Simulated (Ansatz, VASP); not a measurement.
# Cross-check of SrO between VASP and Ansatz, part 2 of 2

Aim: how closely do two programs agree when they are given the same cell, functional and k mesh?  Valence electrons are named where the data sets of a main pair hold unlike numbers.

VASP 6.6.1 and Ansatz 0.2.0.

So far. Step 3 (VASP: band structure, LDA): The PAW data sets were made with PBE, though LDA sets exist; pressures can shift by 1 GPa and more with it. At this level the cell is under a tension of 4.5 GPa, so at these settings it is away from equilibrium. Step 4 (Differences): Among the levels compared at these points, filled levels agree within 31 meV and empty ones within 60 meV. Ansatz's pressure holds a Pulay correction of 0.50 GPa; VASP's holds none.

## (6) VASP: band structure, PBE

Level of this step: PBE; plane waves and PAW (Sr_sv, O) (VASP).

The same cell, functional, mesh and smearing now go to VASP, with its own data sets.

File INCAR:

```
SYSTEM = SrO
PREC = Accurate
ENCUT = 520
EDIFF = 1E-06
NELM = 100
ISMEAR = 0
SIGMA = 0.02
LREAL = .FALSE.
ALGO = Normal
GGA = PE
NBANDS = 20
LORBIT = 11
LWAVE = .FALSE.
LCHARG = .FALSE.
KPAR = 4
```

File POSCAR:

```
SrO
1.0
    0.0000000000      2.5806600000      2.5806600000
    2.5806600000      0.0000000000      2.5806600000
    2.5806600000      2.5806600000      0.0000000000
Sr O
1 1
Direct
    0.0000000000      0.0000000000      0.0000000000
    0.5000000000      0.5000000000      0.5000000000
```

File KPOINTS:

```
Automatic mesh
0
Gamma
5 5 5
0 0 0
```

File KPOINTS_OPT:

```
Line mode
16
Line-mode
Reciprocal
  0.00000000   0.00000000   0.00000000 GAMMA
  0.50000000   0.00000000   0.50000000 X

  0.50000000   0.00000000   0.50000000 X
  0.50000000   0.25000000   0.75000000 W

  0.50000000   0.25000000   0.75000000 W
  0.37500000   0.37500000   0.75000000 K

  0.37500000   0.37500000   0.75000000 K
  0.00000000   0.00000000   0.00000000 GAMMA

  0.00000000   0.00000000   0.00000000 GAMMA
  0.50000000   0.50000000   0.50000000 L

  0.50000000   0.50000000   0.50000000 L
  0.62500000   0.25000000   0.62500000 U

  0.62500000   0.25000000   0.62500000 U
  0.50000000   0.25000000   0.75000000 W

  0.50000000   0.25000000   0.75000000 W
  0.50000000   0.50000000   0.50000000 L

  0.50000000   0.50000000   0.50000000 L
  0.37500000   0.37500000   0.75000000 K

  0.62500000   0.25000000   0.62500000 U
  0.50000000   0.00000000   0.50000000 X
```

The projector-augmented-wave data sets are Sr_sv and O (PBE family, release 64).

Started as:

```sh
> mpirun -np 4 vasp_std
```

Numbers of over 12 decimals in the logs are rounded to 6 here.

Output:

```text
[banner, memory and clock lines left out]
running    4 mpi-ranks, on    1 nodes
[...]
LDA part: xc-table for (Slater+PW92), standard interpolation
 POSCAR, INCAR and KPOINTS ok, starting setup
[...]
entering main loop
       N       E                     dE             d eps       ncg     rms          rms(c)
DAV:   1     0.665483773404E+02    0.66548E+02   -0.79323E+03   400   0.789E+02
DAV:   2    -0.110180093195E+02   -0.77566E+02   -0.73139E+02   512   0.194E+02
DAV:   3    -0.141825240031E+02   -0.31645E+01   -0.31319E+01   528   0.305E+01
DAV:   4    -0.142473206918E+02   -0.64797E-01   -0.64775E-01   484   0.403E+00
[...]
DAV:  11    -0.120477806967E+02   -0.78201E-04   -0.73094E-05   456   0.549E-02    0.278E-02
DAV:  12    -0.120478001678E+02   -0.19471E-04   -0.20540E-05   440   0.272E-02    0.682E-03
DAV:  13    -0.120478000116E+02    0.15619E-06   -0.47873E-07   404   0.496E-03
   1 F= -.12047800E+02 E0= -.12047800E+02  d E =-.128623E-11
 Start KPOINTS_OPT (optional k-point list driver)
k-point batch [1-10\160]
       N       E                     dE             ncg
DAV:   1    -0.750957643303E+03   -0.21578E+04      400
DAV:   2    -0.153201345435E+04   -0.78106E+03      464
DAV:   3    -0.156013765957E+04   -0.28124E+02      544
DAV:   4    -0.156075367701E+04   -0.61602E+00      536
DAV:   5    -0.156076096249E+04   -0.72855E-02      504
DAV:   6    -0.156076118613E+04   -0.22364E-03      548
DAV:   7    -0.156076119338E+04   -0.72477E-05      460
DAV:   8    -0.156076119361E+04   -0.23188E-06      388
[...]
k-point batch [151-160\160]
       N       E                     dE             ncg
DAV:   1    -0.790021592004E+03   -0.74202E+04      400
DAV:   2    -0.155601117421E+04   -0.76599E+03      508
DAV:   3    -0.158189268526E+04   -0.25882E+02      568
DAV:   4    -0.158221306823E+04   -0.32038E+00      456
DAV:   5    -0.158221782349E+04   -0.47553E-02      520
DAV:   6    -0.158221791229E+04   -0.88802E-04      472
DAV:   7    -0.158221791416E+04   -0.18653E-05      480
DAV:   8    -0.158221791419E+04   -0.35797E-07      268
```

Parts of OUTCAR (step 6):

```text
  Total        0.4904629      0.4904629      0.4904629     -0.0000000     -0.0000000      0.0000000
  in kB       22.8609548     22.8609548     22.8609548     -0.0000000     -0.0000000      0.0000000
  external PRESSURE =      22.8609548 kB  Pullay stress =       0.0000000 kB

 POSITION                                       TOTAL-FORCE (eV/Angst)
 -----------------------------------------------------------------------------------
      0.00000      0.00000      0.00000        -0.000000      0.000000      0.000000
      2.58066      2.58066      2.58066         0.000000     -0.000000     -0.000000
 -----------------------------------------------------------------------------------
    total drift:                                0.000000      0.000000      0.000000

  FREE ENERGIE OF THE ION-ELECTRON SYSTEM (eV)
  ---------------------------------------------------
  free  energy   TOTEN  =       -12.0478000116 eV

  energy  without entropy=      -12.0478000116  energy(sigma->0) =      -12.04780001

[... 2 parts as in an earlier step ...]

[... 1 further part left out ...]
[key lines of the parts left out:]
E-fermi :   1.6993
```

At this level the cell is under a pressure of 2.3 GPa, so at these settings it is away from equilibrium.

## (7) Comparison

What differs besides the data sets and the points named for the pairs above, as far as they apply: VASP leaves aspherical gradient terms in its spheres out (LASPH is not set), Ansatz keeps them. Total energies have different zeros and are not compared.

The two programs side by side:

| quantity | Ansatz | VASP | difference |
| --- | --- | --- | --- |
| pressure (GPa) | 1.73 | 2.29 | -0.56 |
| pressure without Ansatz's Pulay correction (GPa) | 1.37 | 2.29 | -0.92 |
| gap over the path points (eV) | 3.317 | 3.270 | +0.047 |

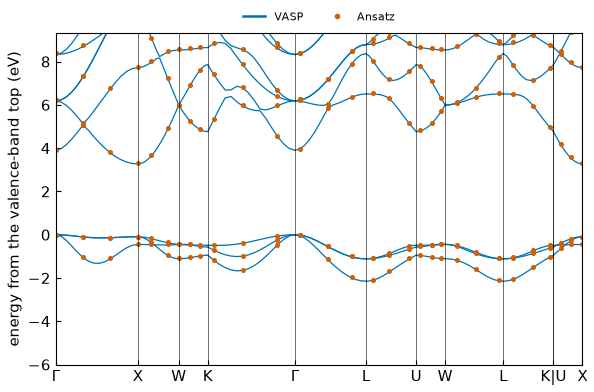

Bands from VASP (lines) and levels from Ansatz (dots). Dots without a line are higher empty bands that the VASP plot leaves out.

Levels at points of the path, from each program's valence-band top (eV; 3 filled, then empty):

| k (reciprocal lattice) | Ansatz | VASP |
| --- | --- | --- |
| 0.000 0.000 0.000 | 0.00 0.00 0.00 3.93 6.23 6.23 | 0.00 0.00 0.00 3.90 6.18 6.18 |
| 0.167 0.000 0.167 | -1.04 -0.10 -0.10 5.08 5.17 7.33 | -1.05 -0.10 -0.10 5.06 5.13 7.29 |
| 0.333 0.000 0.333 | -1.09 -0.13 -0.13 3.82 6.77 9.61 | -1.11 -0.14 -0.14 3.78 6.74 9.56 |
| 0.500 0.000 0.500 | -0.43 -0.09 -0.09 3.32 7.76 10.16 | -0.45 -0.10 -0.10 3.27 7.72 10.10 |
| 0.500 0.083 0.583 | -0.44 -0.36 -0.17 3.69 8.01 9.09 | -0.46 -0.37 -0.19 3.65 7.97 9.09 |
| 0.500 0.183 0.683 | -0.94 -0.45 -0.35 4.91 7.23 8.47 | -0.95 -0.48 -0.37 4.88 7.21 8.43 |
| 0.500 0.250 0.750 | -1.09 -0.43 -0.43 6.01 6.01 8.58 | -1.11 -0.45 -0.45 5.99 5.99 8.54 |
| 0.450 0.300 0.750 | -1.04 -0.45 -0.45 5.26 6.93 8.61 | -1.06 -0.48 -0.47 5.23 6.91 8.56 |
| 0.408 0.342 0.750 | -0.96 -0.52 -0.46 4.89 7.62 8.66 | -0.98 -0.54 -0.49 4.86 7.61 8.62 |
| 0.350 0.350 0.700 | -1.15 -0.69 -0.47 5.33 7.43 8.86 | -1.18 -0.71 -0.49 5.30 7.42 8.82 |

Among the levels compared at these points, filled levels agree within 27 meV and empty ones within 57 meV. Ansatz's pressure holds a Pulay correction of 0.36 GPa; VASP's holds none.

## (8) Further runs

Further runs change the set-up of one program: Ansatz's method, potentials or start, or VASP's data sets, cutoff or form of LDA. The table gives Ansatz less VASP for each quantity, since a change that brings one quantity closer may part another.

| run | pressure (GPa) | gap over the path points (eV) |
| --- | --- | --- |
| as above | -0.56 | 0.047 |
| Ansatz's all-electron LAPW method | -0.56 | 0.046 |

## (9) VASP: dielectric response, PBE

The response to a field tests empty states and converges slowly with the mesh.

File INCAR:

```
SYSTEM = SrO
PREC = Accurate
ENCUT = 520
EDIFF = 1E-08
NELM = 100
ISMEAR = 0
SIGMA = 0.01
LREAL = .FALSE.
ALGO = Normal
GGA = PE
NBANDS = 14
LORBIT = 11
LWAVE = .FALSE.
LCHARG = .FALSE.
KPAR = 4
LEPSILON = .TRUE.
```

POSCAR is that of step 6.

File KPOINTS:

```
Automatic mesh
0
Gamma
14 14 14
0 0 0
```

Started as:

```sh
> mpirun -np 4 vasp_std
```

Output:

```text
[... set-up lines as in an earlier step ...]
 entering main loop
       N       E                     dE             d eps       ncg     rms          rms(c)
DAV:   1     0.708787139117E+02    0.70879E+02   -0.84608E+03  2920   0.111E+03
DAV:   2    -0.108135820578E+02   -0.81692E+02   -0.75084E+02  3938   0.231E+02
DAV:   3    -0.141556188241E+02   -0.33420E+01   -0.33254E+01  3626   0.425E+01
DAV:   4    -0.142467132626E+02   -0.91094E-01   -0.91064E-01  3752   0.670E+00
[...]
DAV:  14    -0.120483809823E+02    0.19188E-06   -0.18011E-07  3854   0.325E-03    0.220E-03
DAV:  15    -0.120483809489E+02    0.33425E-07   -0.22951E-08  3326   0.113E-03    0.306E-04
DAV:  16    -0.120483809395E+02    0.93523E-08   -0.12697E-09  1726   0.438E-04
   1 F= -.12048381E+02 E0= -.12048381E+02  d E =-.284614-119
 Linear response reoptimize wavefunctions to high precision
DAV:   1    -0.120483809508E+02   -0.11257E-07   -0.34028E-10  2236   0.218E-04
DAV:   2    -0.120483809508E+02   -0.17280E-10   -0.10206E-10  1582   0.832E-05
 Linear response G [H, r] |phi>, progress :
  Direction:   1
[...]
RMM:  13    -0.294446681104E+00   -0.16371E-06   -0.10030E-07 14635   0.194E-04    0.447E-05
RMM:  14    -0.294446615202E+00    0.65903E-07   -0.46158E-08 12028   0.947E-05    0.662E-06
 change of polarisation eV/A/(eV/A) component  2 :     0.030     0.534     0.006
 dielectric tensor                  component  2 :     0.160     3.809     0.033
 Linear response to external field, progress :
  Direction:   3
       N       E                     dE             d eps       ncg     rms          rms(c)
RMM:   1    -0.259961188257E+00   -0.25996E+00   -0.89819E-01 15364   0.276E+00
RMM:   2    -0.277885153235E+00   -0.17924E-01   -0.45865E-02 13667   0.708E-01    0.862E-01
RMM:   3    -0.272191496097E+00    0.56937E-02   -0.11880E-02 12139   0.797E-01    0.519E-01
RMM:   4    -0.285064062250E+00   -0.12873E-01   -0.84971E-03 12604   0.737E-01    0.207E-01
[...]
RMM:  12    -0.294446499274E+00   -0.42553E-06    0.12675E-07 16244   0.473E-04    0.465E-05
RMM:  13    -0.294446694845E+00   -0.19557E-06   -0.64911E-08 14731   0.198E-04    0.452E-05
RMM:  14    -0.294446634546E+00    0.60299E-07    0.71921E-09 12130   0.963E-05    0.548E-06
 change of polarisation eV/A/(eV/A) component  3 :     0.009     0.026     0.534
 dielectric tensor                  component  3 :     0.047     0.138     3.809
 Born effective charges drift removed
```

From OUTCAR (step 9):

```text
  Total        0.4880978      0.4880978      0.4880978      0.0000000      0.0000000     -0.0000000
  in kB       22.7507138     22.7507138     22.7507138      0.0000000      0.0000000     -0.0000000
  external PRESSURE =      22.7507138 kB  Pullay stress =       0.0000000 kB

 POSITION                                       TOTAL-FORCE (eV/Angst)
 -----------------------------------------------------------------------------------
      0.00000      0.00000      0.00000         0.000000     -0.000000      0.000000
      2.58066      2.58066      2.58066        -0.000000      0.000000     -0.000000
 -----------------------------------------------------------------------------------
    total drift:                                0.000000      0.000000      0.000000

 MACROSCOPIC STATIC DIELECTRIC TENSOR (including local field effects in DFT)
 ------------------------------------------------------
           3.809405     0.000000     0.000000
           0.000000     3.809405     0.000000
          -0.000000    -0.000000     3.809405
 ------------------------------------------------------

[... 1 part as in an earlier step ...]

[... 1 further part left out ...]
```

The gap is read on the k-mesh alone, so it is an upper bound where the band edges lie off the mesh. Energies printed during the response cycles are not total energies of the cell.

## (10) Ansatz: dielectric response, PBE

The same cell, functional and mesh now go to Ansatz, which takes its cutoff from its data sets.

File input.yaml:

```yaml
crystal:
  lattice:
    - [0.0, 2.58066, 2.58066]
    - [2.58066, 0.0, 2.58066]
    - [2.58066, 2.58066, 0.0]
  atoms:
    - { symbol: Sr, position: [0.0, 0.0, 0.0] }
    - { symbol: O, position: [0.5, 0.5, 0.5] }
hamiltonian:
  xc: pbe
  pseudopotentials: { kind: paw }
kpoints:
  mp_grid: { grid: [14, 14, 14] }
scf:
  occupations: { method: fixed }
dielectric:
  method: response
```

Started as:

```sh
> ansatz run input.yaml --threads 2 --pin off --max-ram 4608MiB --backend cpu --events-out ev --progress --plain --runs-dir out
```

Output:

```text
[...]
Crystal: 2 atoms, lattice volume = 34.373 Å³
Basis set: ecut = 420 eV, 645 PW (Γ), exchange–correlation on 50×50×50 points (8 copies of the dense FFT grid, shifted against one another)
Bands: 12, of which v1, the nominal top of the filled ones, is band 8 counted from 1 (7 counted from 0)
Symmetry: 48 space group operations
k-points: 244 of 2744 (irreducible under 8 space group operations, time reversal used)
[...]
Born effective charges Z* (e; rows j = field, columns β = displacement):
    site 0:
         2.44657    0.00000    0.00000
         0.00000    2.44657    0.00000
         0.00000    0.00000    2.44657
    site 1:
        -2.44657   -0.00000   -0.00000
         0.00000   -2.44657   -0.00000
         0.00000   -0.00000   -2.44657
  Z* charge neutrality: 6.895e-6 e pre-enforcement
  k-mesh period / interband length: 51.1 Å / 1.55 Å = 33.05 at k = (0.0000, 0.0000, 0.0000), direct gap 3.927 eV — 14 or more, which is no proof of convergence
[key lines of the parts left out:]
SCF converged after 8 iterations
Free energy (F): -4114.625172 eV
Fermi energy:    7.814893 eV
```

Run time: 15 s. Hardware: 2 threads of Arm Neoverse V1, shared host; peak memory 0.5 GiB; 30 s of CPU time.

## (11) Side by side

Both answers:

| quantity | Ansatz | VASP | difference |
| --- | --- | --- | --- |
| ε∞ xx | 3.79 | 3.81 | -0.41 % |
| ε∞ yy | 3.79 | 3.81 | -0.41 % |
| ε∞ zz | 3.79 | 3.81 | -0.41 % |
| Born charge of Sr1 (mean of the diagonal) (e) | 2.45 | 2.45 | 0.00 |
| Born charge of O2 (mean of the diagonal) (e) | -2.45 | -2.45 | 0.00 |

## (12) Summary of results

| Quantity | Value |
| --- | --- |
| largest difference of a filled level at the path points (band structure, LDA) | 31 meV |
| difference in pressure (band structure, LDA) | -0.70 GPa |
| difference in gap over the path points (band structure, LDA) | 0.057 eV |
| largest difference of a filled level at the path points (band structure, PBE) | 27 meV |
| difference in pressure (band structure, PBE) | -0.56 GPa |
| difference in gap over the path points (band structure, PBE) | 0.047 eV |
| difference in ε∞ xx (dielectric response, PBE) | -0.41 % |

In words: The difference in gap over the path points is 0.057 eV (band structure, LDA), within the 0.08 eV picked in this series as the mark of a large difference. For band structure, PBE, no further run moves any of the tabulated differences by more than a quarter of its size. 1 further run of this series is not shown here. Such differences can come from data sets, numerical settings and the points named under the comparisons, not from the functional's error against experiment.

[Lines on the potential files, build, host, timing and source positions are cut from VASP's logs without a mark.]

[Logs are printed without paths, hosts, clocks, repeated set-up lines and the standing remarks that a program may print on its own settings, such as how far it seeks lower states.]

[Hosts, paths, dates, database ids (printed as entryN), source tags and the programs' standing remarks are cut or masked in the printed files.]
